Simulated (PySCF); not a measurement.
# C2H3BF2 (vinyldifluoroborane): NEVPT2(2,2)/6-31G(d) (spherical functions)

What is the vertical singlet–triplet gap of C2H3BF2 (vinyldifluoroborane) at NEVPT2(2,2)/6-31G* (spherical functions)? 

Program for the calculation: PySCF 2.14.0.

2 further runs of the same task are left out: 1 that didn't finish, 1 set aside as unsound or not needed.

## Step 1: The molecule

The species is C2H3BF2 (8 atoms), meant as a singlet with charge 0. As SMILES, `C=CB(F)F`. The coordinates come from a PBE0-D4/def2-TZVP relaxation.

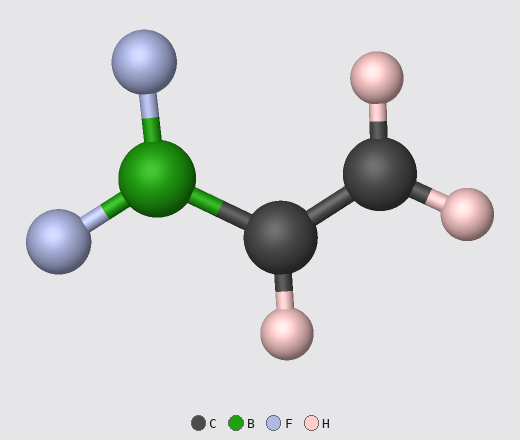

The structure, seen from a chosen angle (carbon dark grey, boron green, fluorine light blue, hydrogen pink).

## Step 2: A single-point energy at NEVPT2(2,2)/6-31G(d) (spherical functions)

The input, run.py:

```python
# C=CB(F)F
import numpy
from pyscf import gto, scf, mp, mcscf, mrpt

system = gto.M(
    atom='''
C       -0.090200       0.508200       1.143200
C       -0.498400      -0.201000       0.091700
B        0.393400      -0.387700      -1.153700
F       -0.010600      -1.091300      -2.197900
F        1.601400       0.147200      -1.232700
H       -0.707600       0.647200       2.025200
H        0.887900       0.979500       1.156900
H       -1.483600      -0.659200       0.111300
''',
    max_memory=1860,
    verbose=3,
    basis='6-31g*',
)

mf = system.RHF()
mf.conv_tol = 1e-10
mf.kernel()
if not mf.converged:
    mf = mf.newton().run(mf.mo_coeff, mf.mo_occ)

pt = mp.MP2(scf.addons.convert_to_uhf(mf)).run()
noons, natorbs = mcscf.addons.make_natural_orbitals(pt)
print('natural occupations', numpy.round(noons[:40], 4))
cas = mcscf.CASSCF(mf, 2, 2)
cas.fix_spin_(ss=0.0)
cas.natorb = True
cas.kernel(natorbs)
e_pt2 = mrpt.NEVPT(cas).kernel()
e_final = cas.e_tot + e_pt2
print('Final energy', e_final)
```

On the command line:

```sh
OMP_NUM_THREADS=1 python run.py
```

The program printed:

```text
converged SCF energy = -301.158170865363
E(UMP2) = -301.825169027572  E_corr = -0.666998162209241
E(SCS-UMP2) = -301.804916294604  E_corr = -0.646745429240563
natural occupations [1.9999 1.9999 1.9998 1.9998 1.9997 1.9907 1.9902 1.9845 1.9779 1.9767
 1.9749 1.9738 1.9732 1.9731 1.971  1.97   1.968  1.962  1.9379 0.047
 0.0283 0.0262 0.0248 0.0216 0.018  0.0162 0.0153 0.0142 0.0141 0.0131
 0.0113 0.0095 0.0093 0.0084 0.0082 0.0074 0.0063 0.0054 0.0046 0.0045]
CASSCF energy = -301.185550655624
CASCI E = -301.185550655624  E(CI) = -1.27159535542364  S^2 = 0.0000000
Sr    (-1)',   E = -0.00000000000082
Si    (+1)',   E = 0.00000000000001
Sijrs (0)  ,   E = -0.54423660104303
Sijr  (+1) ,   E = -0.01000204762581
Srsi  (-1) ,   E = -0.05081933483623
Srs   (-2) ,   E = -0.00429750315895
Sij   (+2) ,   E = -0.00108150127621
Sir   (0)' ,   E = -0.03270004047917
Nevpt2 Energy = -0.643137028420219
Final energy -301.82868768404416
```

It took 4.5 s on 1 thread of Arm Neoverse V2, shared host; peak memory 0.23 GiB.

## Step 3: The triplet, same level

The input, calc.py:

```python
import numpy
from pyscf import gto, scf, mp, mcscf, mrpt

molecule = gto.Mole()
molecule.atom = '''
C     -0.090200     0.508200     1.143200
C     -0.498400    -0.201000     0.091700
B      0.393400    -0.387700    -1.153700
F     -0.010600    -1.091300    -2.197900
F      1.601400     0.147200    -1.232700
H     -0.707600     0.647200     2.025200
H      0.887900     0.979500     1.156900
H     -1.483600    -0.659200     0.111300
'''
molecule.verbose = 3
molecule.max_memory = 1860
molecule.spin = 2
molecule.basis = '6-31g*'
molecule.build()

mf = molecule.ROHF()
mf.conv_tol = 1e-10
mf.kernel()
if not mf.converged:
    mf = mf.newton().run(mf.mo_coeff, mf.mo_occ)

pt = mp.MP2(scf.addons.convert_to_uhf(mf)).run()
noons, natorbs = mcscf.addons.make_natural_orbitals(pt)
print('natural occupations', numpy.round(noons[:40], 4))
cas = mcscf.CASSCF(mf, 2, 2)
cas.fix_spin_(ss=2.0)
cas.natorb = True
cas.kernel(natorbs)
e_pt2 = mrpt.NEVPT(cas).kernel()
e_tot = cas.e_tot + e_pt2
print('E(%s) = %.9f' % ('NEVPT2', e_tot))
```

On the command line:

```sh
OMP_NUM_THREADS=1 python calc.py
```

The program printed:

```text
converged SCF energy = -301.037046894845
E(UMP2) = -301.662398622821  E_corr = -0.625351727976399
E(SCS-UMP2) = -301.642571169032  E_corr = -0.605524274187615
natural occupations [1.9999 1.9999 1.9998 1.9998 1.9997 1.9907 1.9902 1.9842 1.9799 1.9771
 1.9756 1.9743 1.974  1.9738 1.9717 1.9709 1.97   1.9662 0.9939 0.9894
 0.0275 0.026  0.0234 0.0216 0.0158 0.0143 0.0142 0.014  0.0132 0.0126
 0.0111 0.0088 0.0084 0.0072 0.0072 0.0067 0.0058 0.0051 0.0048 0.0047]
CASSCF energy = -301.037046894789
CASCI E = -301.037046894789  E(CI) = -1.10029817708477  S^2 = 2.0000000
Sr    (-1)',   E = -0.00000000001564
Si    (+1)',   E = -0.00000000000241
Sijrs (0)  ,   E = -0.54004214577588
Sijr  (+1) ,   E = -0.01368123563744
Srsi  (-1) ,   E = -0.06160000353248
Srs   (-2) ,   E = -0.00078460056627
Sij   (+2) ,   E = -0.00016973729158
Sir   (0)' ,   E = -0.01437595509977
Nevpt2 Energy = -0.630653677921466
E(NEVPT2) = -301.667700573
```

Wall time 3.6 s (1 thread of Arm Neoverse V2, shared host); peak memory 0.23 GiB.

## Step 4: Results

At NEVPT2(2,2)/6-31G* (spherical functions):

```
                                        quantity          value
                           singlet: total energy  -301.82869 Eh
   singlet: dipole moment (Hartree–Fock density)         2.19 D
    singlet: HOMO energy (Hartree–Fock orbitals)      -10.84 eV
    singlet: LUMO energy (Hartree–Fock orbitals)        2.87 eV
  singlet: HOMO–LUMO gap (Hartree–Fock orbitals)       13.71 eV
                           triplet: total energy  -301.66770 Eh
   triplet: dipole moment (Hartree–Fock density)         2.31 D
vertical energy of the triplet above the singlet       4.381 eV
```

In words: At this shape the triplet lies 4.38 eV (423 kJ/mol) above the singlet. Mulliken charges (triplet) of the mean-field density run from -0.41 on C1 to +0.92 on B3.
